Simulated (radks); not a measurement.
# Atomic calculation, with input and output: Kr

- system: atomic krypton (Kr) in the configuration [Ar] 3d10 4s2 4p6.
- method: Dirac Kohn-Sham, relativistic LDA (MacDonald-Vosko exchange, VWN5 correlation), spin-unpolarised, spherical densities, finite nucleus (the in-house radial solver radks)

### Input file
```
Z 36
configuration [Kr] 5s0 4d0
relativity Dirac
functional lda_x_rel,vwn5
spin unpolarised
j_filling energy
nucleus finite rms 4.1884 fm
c 137.035999084
```

Energies in input and log are in hartree, lengths in bohr (the nuclear radius in fm).

### The program's output
```
1s1/2   1   2.0000        -517.44644088
2s1/2   1   2.0000         -68.20862544
2p1/2   1   2.0000         -61.75325947
2p3/2   1   4.0000         -59.78979261
3s1/2   1   2.0000          -9.63915721
3p1/2   1   2.0000          -7.34733402
3p3/2   1   4.0000          -7.05759285
3d3/2   1   4.0000          -3.03215150
3d5/2   1   6.0000          -2.98429304
4s1/2   1   2.0000          -0.85135487
4p1/2   1   2.0000          -0.36132626
4p3/2   1   4.0000          -0.33742454
5s1/2   1   0.0000          -0.01518194
4d3/2   1   0.0000           0.00019524
4d5/2   1   0.0000           0.00019524
Etot -2784.175637795547
Ekin 2852.47946512234
Encl -6728.214134089713
Eh 1181.7304249821618
Exc -90.17139381033584
err 5.04275434062097e-09
it 14
```

### Orbitals

```csv
orbital,occupation,energy (eV),⟨r⟩ (bohr),outer maximum (bohr)
1s,2,−14080.4,0.04162,0.0272
2s,2,−1856.1,0.1838,0.155
2p1/2,2,−1680.4,0.1576,0.121
2p3/2,4,−1627.0,0.1616,0.125
3s,2,−262.295,0.5320,0.468
3p1/2,2,−199.931,0.5346,0.458
3p3/2,4,−192.047,0.5452,0.467
3d3/2,4,−82.509,0.5541,0.409
3d5/2,6,−81.207,0.5580,0.411
4s,2,−23.167,1.570,1.34
4p1/2,2,−9.832,1.912,1.52
4p3/2,4,−9.182,1.961,1.56
5s,0,−0.413,6.804,4.94
```

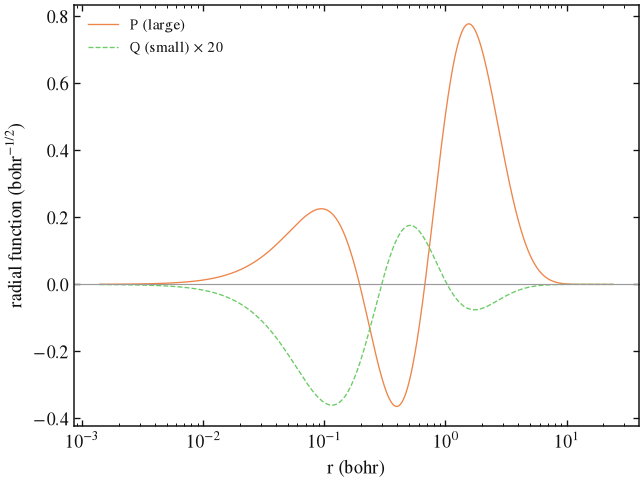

The large and small radial components of the 4p3/2 spinor. The spinor has κ = −2: the large component has l = 1 and 2 radial nodes (r = 0.196 and 0.676 bohr), the small one has l = 2. The small component carries 0.0087 % of the norm; ⟨r⟩ = 1.96 bohr and the eigenvalue is −9.18 eV.

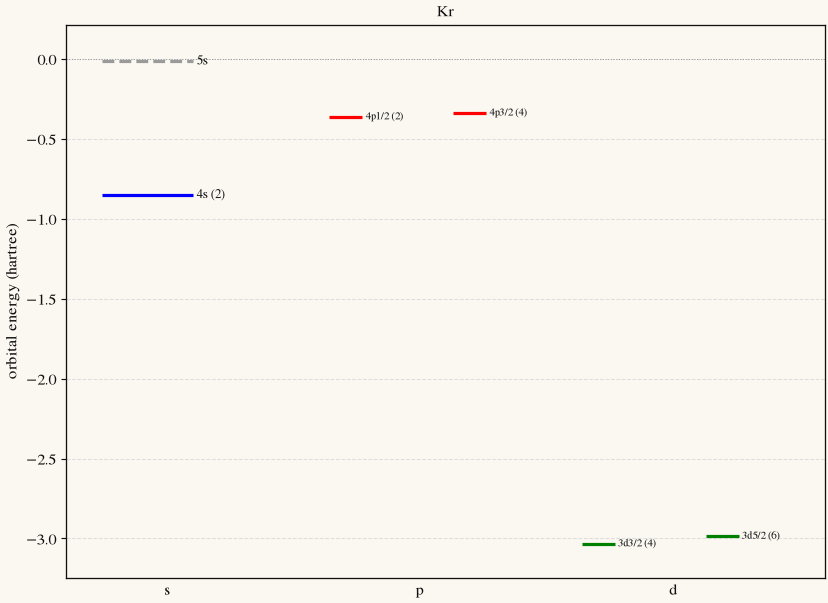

The outer levels are drawn by angular momentum (occupations in brackets, the lower j at the left of each column, empty levels dashed). The highest occupied level is 4p3/2 at −0.337 hartree. From the top down the occupied levels run 4p3/2 (−0.337 hartree), 4p1/2 (−0.361 hartree), 4s (−0.851 hartree), 3d5/2 (−2.98 hartree), 3d3/2 (−3.03 hartree). The lowest empty level drawn is 5s at −0.0152 hartree. Spin-orbit splittings: 4p 0.0239 hartree, 3d 0.0479 hartree.

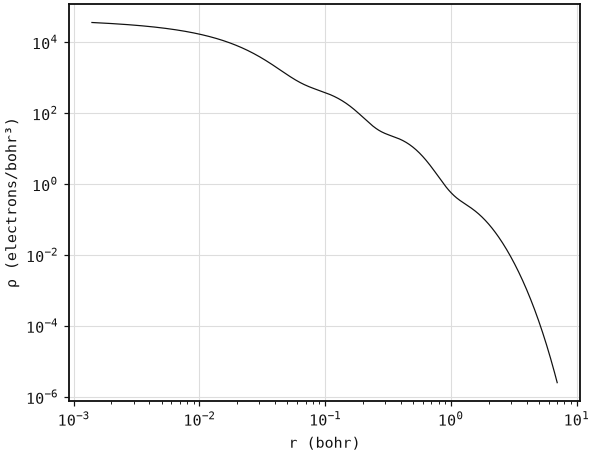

The electron density ρ(r) on a logarithmic scale. The density falls from 36000 electrons/bohr³ at the inner end (r = 0.0014 bohr) to 0.001 at r = 4.04 bohr, a common measure of the size of an atom or ion. The steps in the slope mark the shells; the radial density has its minima at 0.061 and 0.27 bohr.

### Summary

- outcome: converged
- total energy: −2784.1756 hartree
- kinetic energy: 2852.4795 hartree
- electron–nucleus energy: −6728.2141 hartree
- Hartree energy: 1181.7304 hartree
- exchange–correlation energy: −90.171394 hartree
- radius at density 0.001 e/bohr³: 4.04 bohr
- SCF iterations: 14
- hardware: 1 CPU thread, shared host
